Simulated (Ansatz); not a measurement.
# C2H9InO (SMILES C[O+](C)[InH3-]): what the fields show

Input

```
crystal:
  periodic: [false, false, false]
  atoms:
    - {symbol: C, position_ang: [-0.440499, 1.268820, -0.678071]}
    - {symbol: O, position_ang: [-0.312082, 0.233069, 0.278212]}
    - {symbol: C, position_ang: [0.683062, 0.505124, 1.247451]}
    - {symbol: In, position_ang: [-0.325946, -1.990224, -0.597050]}
    - {symbol: H, position_ang: [-1.237225, 0.981617, -1.362615]}
    - {symbol: H, position_ang: [-0.704502, 2.207229, -0.180197]}
    - {symbol: H, position_ang: [0.493085, 1.400920, -1.236107]}
    - {symbol: H, position_ang: [0.440939, 1.428320, 1.783438]}
    - {symbol: H, position_ang: [1.667760, 0.602932, 0.777069]}
    - {symbol: H, position_ang: [0.693489, -0.330730, 1.945348]}
    - {symbol: H, position_ang: [-1.790531, -1.783876, -1.496492]}
    - {symbol: H, position_ang: [-0.338884, -2.757180, 0.954830]}
    - {symbol: H, position_ang: [1.191835, -1.800821, -1.420815]}
basis:
  gaussian: {orbitals: def2-TZVPP}
hamiltonian: {xc: pbe0, dispersion: d4}
output: {orbitals: {seedname: orbitals}}
```

Launched as:

```sh
ansatz run in.yaml --threads 4 --pin off --events-out ev --progress --plain --max-ram 10444MiB
```

Geometry: PBE0-D4/def2-TZVP; core potentials replace the inner electrons of In.

These are results of Ansatz 0.2.0, RKS PBE0-D4/def2-TZVPP, not measurements.

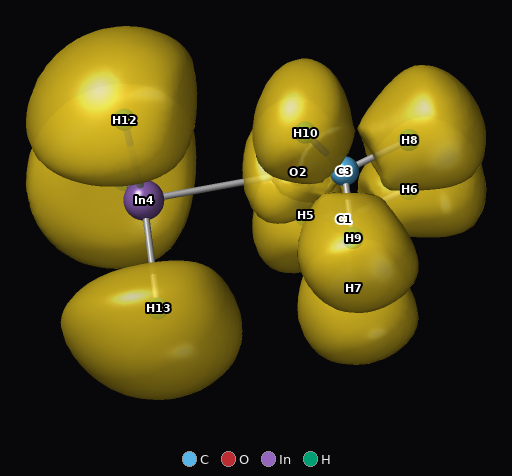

Figure 1. Isosurface of the electron localisation function at 0.75 (yellow), seen from one side. Core shells and regions of very low density are left out.

Q: Where are the electrons localised?

A: The ELF exceeds this value in nine regions around hydrogen nuclei and one region on O in which the atom's valence shell and bonds are merged. Profiles from the grid: C–O (1.42 Å): the ELF peaks at about 0.90 between the atoms; a shared but strongly polarised pair. In–O (2.39 Å): the ELF is about 0.10 at the midpoint.

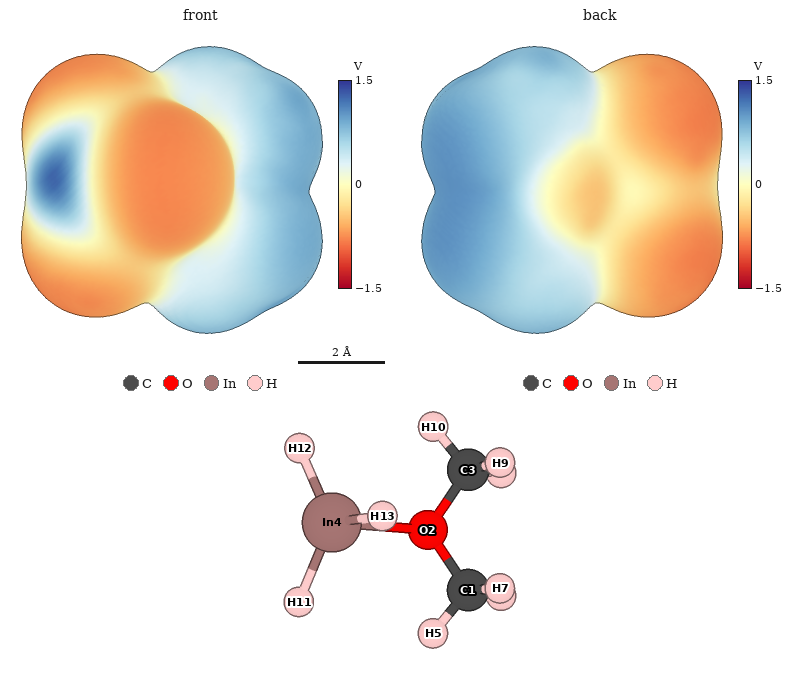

Figure 2. The molecular electrostatic potential painted on the density surface at 0.001 e/bohr³, seen from the front and from behind; red is negative and blue positive. The bare structure is drawn below in the same view.

Q: Where is the surface potential most negative and most positive?

A: The most negative region (about −0.8 V) lies over H11, H12 and H13, the most positive (about +1.2 V) over In4.

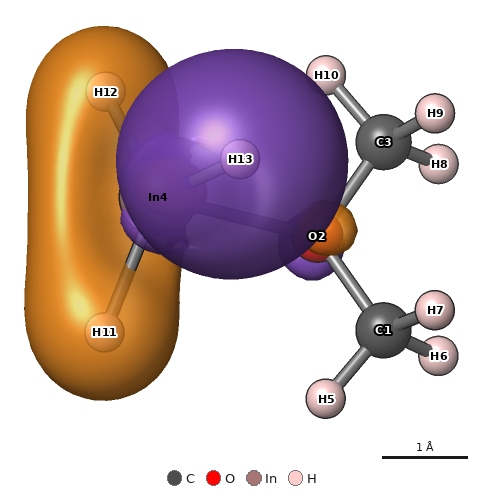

Figure 3. One frontier orbital at ±0.1 Å⁻³ᐟ² (orange and purple are the two phases), seen at a tilt.

Q: Which orbital is it: HOMO or LUMO?

A: The HOMO, at −7.42 eV. It lies mainly on H13 (about 40 %), In4 (about 40 %), H11 (about 10 %) and H12 (about 10 %).
